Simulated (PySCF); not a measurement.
## Electronic structure of C9H9OP in real space

Input file:

```
{"job": {"kind": "nmr", "xc": "PBE0", "basis": "pcSseg-1"}, "charge": 0, "multiplicity": 1}
C      3.487316    -0.827943    -0.946320
C      2.725590    -0.051948     0.116289
C      1.247472    -0.152576    -0.067083
O      0.506404     0.439190     0.897011
C     -0.810602     0.304981     0.651637
C     -1.808883     0.814030     1.472586
C     -3.120650     0.607612     1.104086
C     -3.438675    -0.094937    -0.058754
C     -2.450890    -0.600388    -0.873757
C     -1.114955    -0.403725    -0.523638
P      0.391561    -0.915254    -1.340194
H      3.216292    -1.880968    -0.910762
H      4.559278    -0.736173    -0.788978
H      3.244924    -0.447775    -1.936515
H      2.981470    -0.421522     1.114650
H      3.010735     1.005003     0.086777
H     -1.545894     1.352639     2.369363
H     -3.914539     0.994589     1.724908
H     -4.476385    -0.240996    -0.319354
H     -2.694718    -1.142855    -1.774988
```

Run with:

```sh
OMP_NUM_THREADS=1 python probes_run.py task.json out
```

Geometry: GFN2-xTB.

These are results of PBE0/pcSseg-1, SCF density, gas phase, non-relativistic in PySCF, not measurements.

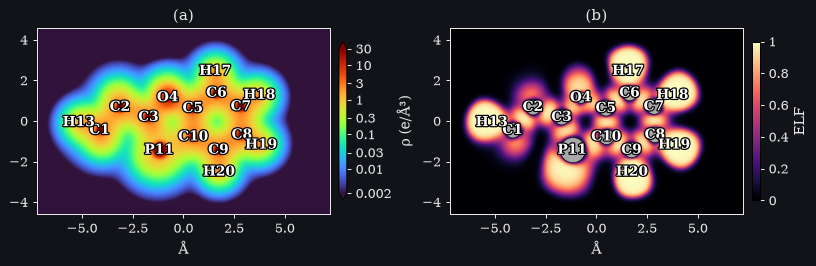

Figure 1. (a) electron density; (b) ELF on the plane of atoms C5, C6 and C7. Grey discs cover the atomic cores in the ELF map.

Read the bonding off the picture.

Atoms in the plane: C, O, P and H.
C–O (1.35 Å): the density is about 2.4 e/Å³ at the midpoint; the ELF peaks at about 0.90 between the atoms; a polar covalent bond.
C–C (1.38 Å): ρ is about 2.1 e/Å³ halfway; the ELF peaks at about 0.95 between the atoms (localised, covalent bonding).
C–P (1.71 Å): ρ at the midpoint is about 1.3 e/Å³; the ELF peaks at about 0.95 between the atoms; a covalent bond.
C–H (1.08 Å): the density is about 2 e/Å³ at the midpoint; the ELF climbs to about 1 towards the hydrogen, as it does in any bond to H; an ordinary covalent bond to hydrogen.
C–C (1.49 Å): ρ at the midpoint is about 1.8 e/Å³; the ELF peaks at about 0.95 between the atoms: localised, covalent bonding.
The ELF also peaks beside P11 and O4, away from the bonds: lone-pair regions.

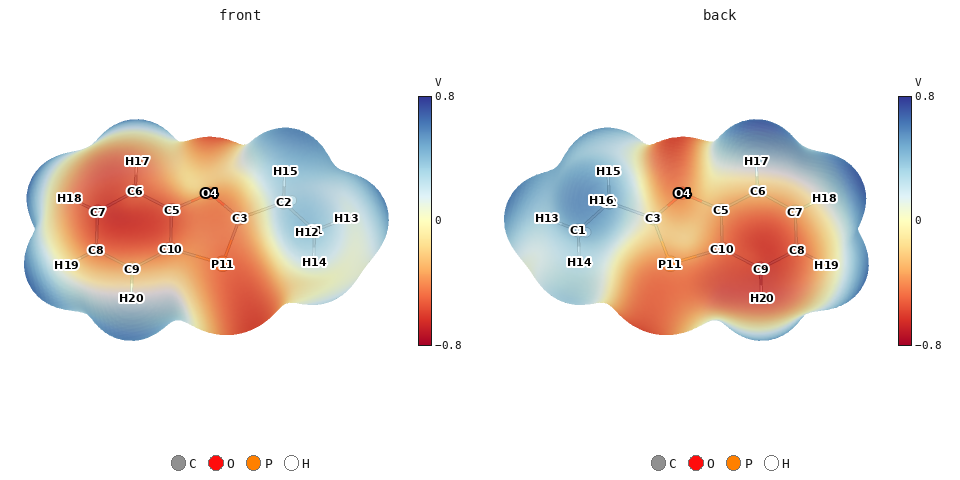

Figure 2. The molecular electrostatic potential painted on the density surface at 0.001 e/bohr³, seen from the front and from behind; the colour scale runs from red (negative) to blue (positive).

Describe the electrostatic potential map.

The most negative region (about −0.7 V) lies over the π face of C7, C8, C9 and C10, the most positive (about +0.7 V) over H17 and H18.

What dipole moment does the calculation give?

Its dipole moment is 0.96 D.
